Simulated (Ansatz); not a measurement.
## SiH$_{5}$ClO$_{2}$: molecular dynamics (part 2 of 2)

The same run, continued: SiH$_{5}$ClO$_{2}$; RKS PBE0/6-31G* (Ansatz 0.2.0). It belongs to a series of runs on one base structure; here: dynamics from the highest image of the converged band.

## Log, continued
```
md step    91: t =    45.50 fs  T =   592.0 K  F+E_penalty+E_count = -24563.74973268 eV  E_kin = 0.535618 eV  conserved = -24563.21411438 eV  (29 SCF iters)
these checks for a lower state are left out or cut short: starts, cluster_reference, orbital_swaps, neighbouring_geometries, increment
810 factors; integrals over basis functions are off by at most 5.6e-4 eV
mean field evaluation 736: about -24563.7342 eV, gradient 1.4e-5 eV
mean field -24563.73417502 eV, -902.7005810350 hartree, gradient 1.4e-5 eV, S^2 0.000000; 0 other end points of the search recorded, 0 dependent functions left out
the calculation of the forces begins
reference -24563.73419988 eV, -902.7005819485 hartree; 26, 26 occupied and 52, 52 virtual orbitals, 810 factors
810 factors; integrals over basis functions are off by at most 5.6e-4 eV
mean field -24563.73417502 eV, -902.7005810350 hartree, gradient 1.4e-5 eV, S^2 0.000000; 1 other end points of the search recorded, 0 dependent functions left out
the calculation of the forces begins
reference -24563.73419988 eV, -902.7005819485 hartree; 26, 26 occupied and 52, 52 virtual orbitals, 810 factors
md step    92: t =    46.00 fs  T =   574.9 K  F+E_penalty+E_count = -24563.73417502 eV  E_kin = 0.520167 eV  conserved = -24563.21400797 eV  (26 SCF iters)
```

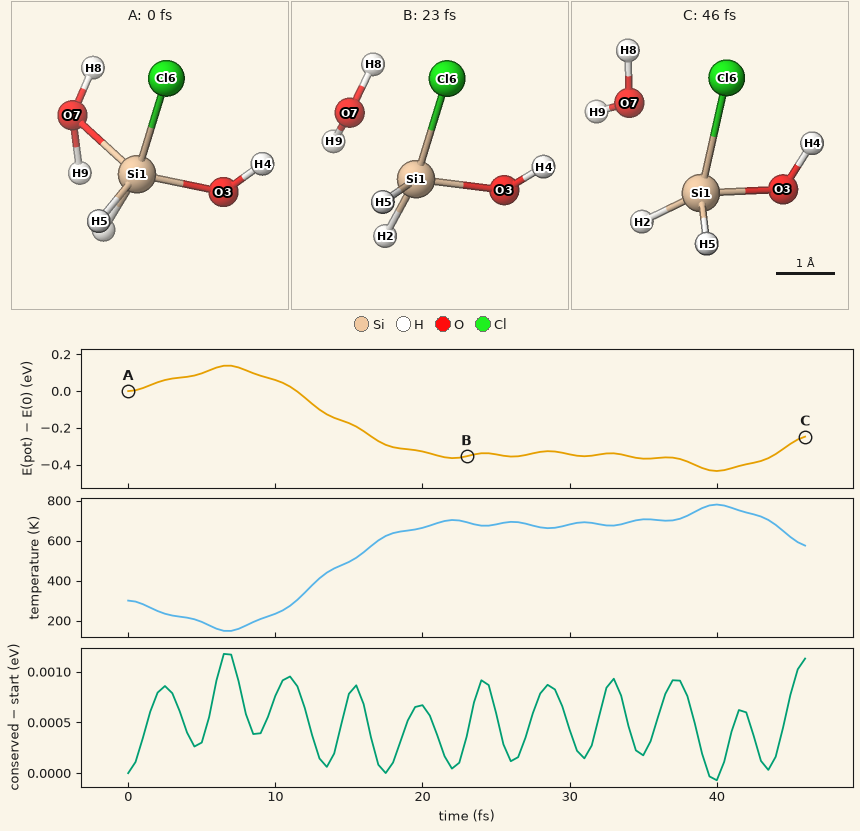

*Frames of the molecular dynamics (ball-and-stick, seen at a tilt) above the curves, on which the letters mark them.*

The trajectory kept here has 93 frames over 46 fs. The temperature starts at 300 K, ranges from 148 to 780 K and averages 695 K over the second half. The potential energy ends 0.248 eV below its first value. The conserved quantity stays within 0.0012 eV. After an unweighted best fit of the last frame on the first, the root-mean-square displacement is 0.56 Å, and H9 has moved furthest (1.11 Å).

```
Total energy: -24563.73419988 eV, -902.7005819485 hartree
Atom 0 at    -0.027161     0.299099    -0.155162 Å, force    -1.035101    -0.609132    -0.329099 eV/Å
Atom 1 at    -0.531990     0.838905     1.167614 Å, force     0.517347     0.396576    -0.802905 eV/Å
Atom 2 at     1.197530    -0.704025     0.099632 Å, force     1.353805    -2.133022     0.077638 eV/Å
Atom 3 at     1.154897    -1.484066    -0.520505 Å, force     0.233814     1.154266     0.930027 eV/Å
Atom 4 at     0.443408     1.373387    -1.021610 Å, force    -0.352778     0.611325    -0.424411 eV/Å
Atom 5 at    -0.839573    -1.135963    -1.798744 Å, force    -0.265287     1.202419     0.862031 eV/Å
Atom 6 at    -1.821759    -0.820929     0.964838 Å, force    -0.030314    -0.410092    -0.824234 eV/Å
Atom 7 at    -2.369247    -1.426378     0.443213 Å, force    -0.139038    -0.050136     0.430678 eV/Å
Atom 8 at    -2.152966    -0.695873     1.858762 Å, force    -0.282448    -0.162203     0.080274 eV/Å
Dipole moment:    -0.523735    -0.016199     0.613909 e Å
```

## Trajectory as extended XYZ (Å, eV, eV/Å), 11 of the 93 frames kept, from step=0 to step=92
```
9
Properties=species:S:1:pos:R:3:forces:R:3 step=0 time_fs=0.0 energy=-24563.48658 temperature=300.0
Si   -0.2352    0.0485   -0.0983    0.0000   0.0004   0.0004
H    -0.1105    0.6540    1.4829    0.0000  -0.0001  -0.0003
O     1.2358   -0.6619    0.1609    0.0001  -0.0002  -0.0001
H     1.5036   -1.2169   -0.5859   -0.0001   0.0001   0.0000
H    -0.4102    1.3971   -0.6675    0.0000   0.0000   0.0000
Cl   -0.8040   -1.0861   -1.8371   -0.0001  -0.0002  -0.0002
O    -1.6774   -0.5746    0.8405    0.0002  -0.0002   0.0001
H    -1.8114   -1.5383    0.8604   -0.0001   0.0000  -0.0001
H    -0.9815   -0.0409    1.6030   -0.0001   0.0002   0.0002
9
Properties=species:S:1:pos:R:3:forces:R:3 step=9 time_fs=4.5 energy=-24563.40182 temperature=206.6
Si   -0.2260    0.0515   -0.1171   -0.2994   0.5772   0.4348
H    -0.0625    0.6819    1.3951   -0.0531  -0.2074   0.2229
O     1.2139   -0.6683    0.1676    0.8383  -0.3858  -0.1474
H     1.5870   -1.2032   -0.5510   -0.2246   0.0995   0.0314
H    -0.4790    1.4368   -0.5274    0.0047   0.0267  -0.7425
Cl   -0.8004   -1.0848   -1.8373   -0.0546   0.0736  -0.0514
O    -1.6842   -0.5777    0.8637    0.0104   0.0208  -0.2766
H    -1.7881   -1.5453    0.8713    0.0522   0.0075   0.1848
H    -0.9925   -0.0904    1.5626   -0.2740  -0.2121   0.3440
9
Properties=species:S:1:pos:R:3:forces:R:3 step=18 time_fs=9.0 energy=-24563.40301 temperature=208.1
Si   -0.2188    0.0588   -0.1330   -0.3093   1.6098   0.7766
H    -0.0232    0.6750    1.3452   -0.0222  -0.1063   0.1428
O     1.2009   -0.6785    0.1734    1.3159  -0.6127  -0.3170
H     1.6454   -1.1836   -0.5273   -0.3436   0.0856   0.0021
H    -0.5443    1.4704   -0.5200    0.1283  -0.4999  -0.8290
Cl   -0.7972   -1.0833   -1.8377   -0.1315   0.0310  -0.0694
O    -1.6911   -0.5808    0.8838   -0.2135  -0.3333  -0.2917
H    -1.7570   -1.5517    0.9138   -0.0330  -0.0088   0.1068
H    -1.0546   -0.1772    1.5848   -0.3911  -0.1654   0.4788
9
Properties=species:S:1:pos:R:3:forces:R:3 step=28 time_fs=14.0 energy=-24563.63190 temperature=460.8
Si   -0.2128    0.0790   -0.1440    0.2824   1.2419   1.3598
H     0.0121    0.6508    1.3143   -0.1459   0.3043  -0.2119
O     1.2036   -0.6969    0.1767    0.5940   0.0158   0.0656
H     1.6469   -1.1650   -0.5254    0.1410  -0.4936  -0.6987
H    -0.5889    1.4122   -0.6907    0.1814  -0.1884  -0.4557
Cl   -0.7945   -1.0814   -1.8386   -0.2121  -0.1896  -0.0239
O    -1.7017   -0.5897    0.9027   -0.1975  -0.8574   0.3685
H    -1.7355   -1.5615    0.9736   -0.2941  -0.0958  -0.4121
H    -1.2073   -0.2995    1.7089   -0.3493   0.2628   0.0085
9
Properties=species:S:1:pos:R:3:forces:R:3 step=37 time_fs=18.5 energy=-24563.79865 temperature=645.2
Si   -0.2056    0.1064   -0.1447    0.7553   0.5786   0.8762
H     0.0158    0.6867    1.2524   -0.2590   0.5889  -0.1230
O     1.2169   -0.7164    0.1761    0.7010  -0.4219  -1.4071
H     1.6249   -1.1933   -0.5890   -0.5870   0.3305   0.7326
H    -0.5908    1.3167   -0.9348    0.3035   0.1042   0.2490
Cl   -0.7933   -1.0810   -1.8395   -0.3138  -0.5857   0.0527
O    -1.7140   -0.6082    0.9238   -0.2679  -0.8912   0.4716
H    -1.7687   -1.5831    0.9536   -0.2342   0.0448  -0.4972
H    -1.4131   -0.3667    1.8256   -0.0978   0.2519  -0.3548
9
Properties=species:S:1:pos:R:3:forces:R:3 step=46 time_fs=23.0 energy=-24563.84094 temperature=692.0
Si   -0.1932    0.1380   -0.1397    1.0111   0.1331  -0.1154
H    -0.0284    0.8300    1.1715   -0.2291   0.4111   0.1740
O     1.2351   -0.7374    0.1640   -0.9045   1.1355   0.2494
H     1.5426   -1.2133   -0.5983    0.2298  -0.6377  -0.7308
H    -0.5335    1.2385   -1.1310    0.4316   0.2345   0.8681
Cl   -0.7938   -1.0837   -1.8401   -0.4347  -0.9391   0.2126
O    -1.7293   -0.6368    0.9491   -0.1542  -0.2462  -0.5585
H    -1.8464   -1.5984    0.8496   -0.1116   0.0989   0.0705
H    -1.6385   -0.3920    1.8869    0.1615  -0.1900  -0.1700
9
Properties=species:S:1:pos:R:3:forces:R:3 step=55 time_fs=27.5 energy=-24563.82511 temperature=674.8
Si   -0.1738    0.1705   -0.1346    1.2359  -0.1831   0.0687
H    -0.1158    1.0398    1.1127   -0.1231  -0.4539  -0.0713
O     1.2456   -0.7485    0.1493   -0.7860   0.3770  -1.1101
H     1.4579   -1.2951   -0.6542   -0.3224   0.6240   1.0421
H    -0.3974    1.2098   -1.1774    0.2992   0.5596   0.4432
Cl   -0.7967   -1.0914   -1.8395   -0.5711  -0.8628   0.4134
O    -1.7463   -0.6687    0.9685    0.1923   0.1562  -0.9509
H    -1.9484   -1.5949    0.7523   -0.1155   0.0889   0.2933
H    -1.8351   -0.4486    1.9103    0.1907  -0.3059  -0.1286
9
Properties=species:S:1:pos:R:3:forces:R:3 step=64 time_fs=32.0 energy=-24563.83143 temperature=681.7
Si   -0.1461    0.2019   -0.1294    1.0735  -0.1659  -0.2975
H    -0.2267    1.1688    1.0492   -0.0089  -0.9260   0.1459
O     1.2448   -0.7509    0.1276   -1.1982   1.7701   1.1115
H     1.3474   -1.3285   -0.6160    0.1910  -0.7097  -0.8480
H    -0.2022    1.2796   -1.1410    0.1974   0.2640  -0.1262
Cl   -0.8027   -1.1035   -1.8366   -0.5736  -0.2570   0.7277
O    -1.7614   -0.6994    0.9772    0.0080  -0.1178  -0.5037
H    -2.0705   -1.5766    0.7012    0.0046   0.0388  -0.0851
H    -1.9946   -0.5557    1.9088    0.3061   0.1036  -0.1247
9
Properties=species:S:1:pos:R:3:forces:R:3 step=74 time_fs=37.0 energy=-24563.84836 temperature=700.8
Si   -0.1066    0.2358   -0.1274    0.6994   0.1487  -1.8321
H    -0.3552    1.1236    1.0239   -0.0286  -0.4093   0.6734
O     1.2293   -0.7359    0.1107   -0.3539  -0.4934  -0.4379
H     1.2413   -1.4167   -0.6229    0.1130   1.0543   1.1000
H     0.0556    1.3974   -1.1101   -0.0538  -0.6163   0.1370
Cl   -0.8131   -1.1186   -1.8287   -0.5016   0.4438   0.9140
O    -1.7788   -0.7359    0.9791   -0.4006  -0.6564  -0.5050
H    -2.2005   -1.5396    0.6283    0.2201   0.1730  -0.2238
H    -2.1015   -0.6505    1.8859    0.3061   0.3558   0.1743
9
Properties=species:S:1:pos:R:3:forces:R:3 step=83 time_fs=41.5 energy=-24563.89427 temperature=751.3
Si   -0.0663    0.2673   -0.1373   -0.1693   0.1390  -1.1658
H    -0.4702    0.9887    1.1106    0.2788  -0.1028  -0.1785
O     1.2103   -0.7209    0.0979    0.5197   0.9354   1.8980
H     1.1766   -1.4087   -0.5387    0.2233  -1.2318  -1.0613
H     0.2781    1.4030   -1.0633   -0.3214  -0.2361   0.0143
Cl   -0.8253   -1.1297   -1.8163   -0.3740   0.9105   0.9598
O    -1.7989   -0.7759    0.9751   -0.2362  -0.3636  -0.4274
H    -2.2836   -1.4818    0.5236   -0.0393  -0.0495   0.1185
H    -2.1355   -0.6754    1.8788    0.1184  -0.0011  -0.1576
9
Properties=species:S:1:pos:R:3:forces:R:3 step=92 time_fs=46.0 energy=-24563.73418 temperature=574.9
Si   -0.0272    0.2991   -0.1552   -1.0351  -0.6091  -0.3291
H    -0.5320    0.8389    1.1676    0.5173   0.3966  -0.8029
O     1.1975   -0.7040    0.0996    1.3538  -2.1330   0.0776
H     1.1549   -1.4841   -0.5205    0.2338   1.1543   0.9300
H     0.4434    1.3734   -1.0216   -0.3528   0.6113  -0.4244
Cl   -0.8396   -1.1360   -1.7987   -0.2653   1.2024   0.8620
O    -1.8218   -0.8209    0.9648   -0.0303  -0.4101  -0.8242
H    -2.3692   -1.4264    0.4432   -0.1390  -0.0501   0.4307
H    -2.1530   -0.6959    1.8588   -0.2824  -0.1622   0.0803
```

The run was set up as follows.

## Input file
```yaml
crystal:
  periodic: [false, false, false]
  atoms:
    - { symbol: Si, position_ang: [-0.235168, 0.048543, -0.098269] }
    - { symbol: H, position_ang: [-0.110517, 0.654019, 1.482873] }
    - { symbol: O, position_ang: [1.235758, -0.661945, 0.160892] }
    - { symbol: H, position_ang: [1.503604, -1.216933, -0.585864] }
    - { symbol: H, position_ang: [-0.41025, 1.397134, -0.667545] }
    - { symbol: Cl, position_ang: [-0.803973, -1.086058, -1.837115] }
    - { symbol: O, position_ang: [-1.677426, -0.574646, 0.840504] }
    - { symbol: H, position_ang: [-1.811373, -1.538275, 0.860394] }
    - { symbol: H, position_ang: [-0.981455, -0.040939, 1.603028] }
basis:
  gaussian: { orbitals: "6-31G*" }
hamiltonian:
  xc: pbe0
md:
  timestep: 0.5
  n_steps: 92
  ensemble: nve
  temperature: 300.0
  initial_velocities: maxwell_boltzmann
  seed: 8034
```

Launch command:
```bash
ansatz run input.yaml --threads 1 --pin off --max-ram 2048MiB --backend cpu --events-out ev --progress --plain --runs-dir out
```

## Summary

```json
{"quantity": "outcome", "value": "finished"}
{"quantity": "mean temperature over the second half", "value": "695 K"}
{"quantity": "trajectory", "value": "92 steps, 46 fs"}
{"quantity": "ensemble", "value": "nve"}
{"quantity": "temperature in the input", "value": "300.0 K"}
{"quantity": "time step", "value": "0.5 fs"}
{"quantity": "potential energy (last step)", "value": "−24563.7342 eV"}
{"quantity": "mean-field energy (last step)", "value": "−24563.7342 eV"}
{"quantity": "largest force (length of the vector) (last step)", "value": "2.528 eV/Å"}
{"quantity": "hardware", "value": "1 thread of Arm Neoverse V1, 24 GiB of memory available, shared host"}
{"quantity": "wall time", "value": "5.7 min"}
{"quantity": "peak memory", "value": "0.15 GiB"}
```

## Remarks

So short a trajectory is not equilibrated.
